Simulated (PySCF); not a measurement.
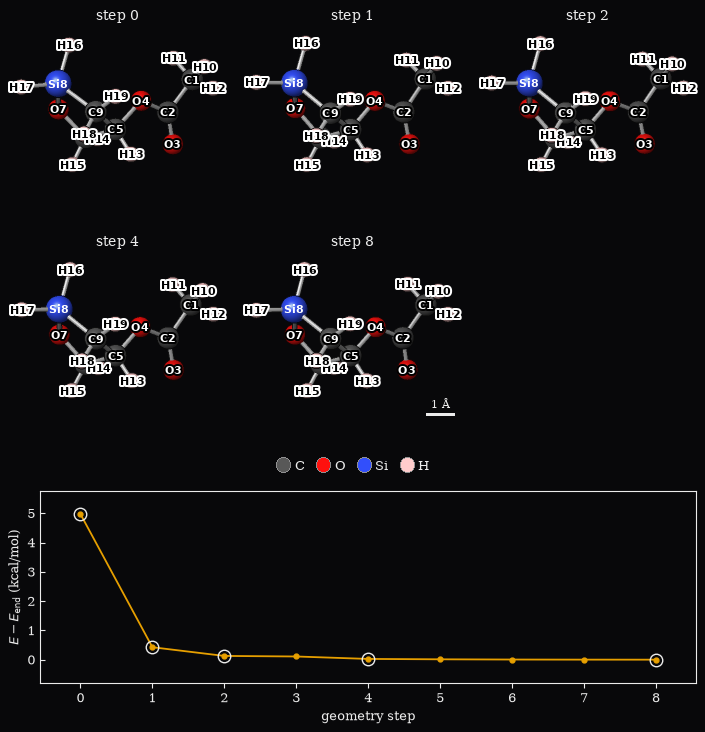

Frames of a relaxation of C₅H₁₀O₃Si, marked on the history of the run. The picture is a ball-and-stick view, seen at a tilt.

The start comes from GFN2-xTB. Its atoms were then displaced at random by about 0.01 Å.

These are results of PBE0-D3(BJ)/def2-SVP geometry optimisation, gas phase (PySCF 2.14.0, density-fitted response routines), not measurements. 

### What happens along the run?

The energy falls by 4.97 kcal/mol in 8 geometry steps. An H atom moves most after the best rigid fit: 0.12 Å. Largest moves by element: H 0.12 Å, O 0.09 Å, C 0.05 Å, Si 0.04 Å. Near-neighbour distances that change, for instance: O–Si 1.629 → 1.684 Å, C–O 1.304 → 1.343 Å, C–O 1.467 → 1.433 Å, H–Si 1.462 → 1.491 Å. Among the angles between lasting bonds that change: H–Si–H 114.0° → 108.8°, Si–C–H 112.1° → 109.5°, O–Si–H 108.8° → 111.4°. The run took 4.2 min on 1 thread of Arm Neoverse N1, with other jobs on the host. From step 0 to 1: an H atom moves most (0.17 Å), energy −4.55 kcal/mol. From step 1 to 2: O and H atoms move most (0.06 Å), energy −0.30 kcal/mol. From step 2 to 4: an O atom moves most (0.04 Å), energy −0.10 kcal/mol. From step 4 to 8: an O atom moves most (0.07 Å), energy −0.03 kcal/mol.

```csv
step,"E − E(0), kcal/mol"
0,0.00
1,-4.55
2,-4.84
3,-4.86
4,-4.95
5,-4.96
6,-4.97
7,-4.97
8,-4.97
```
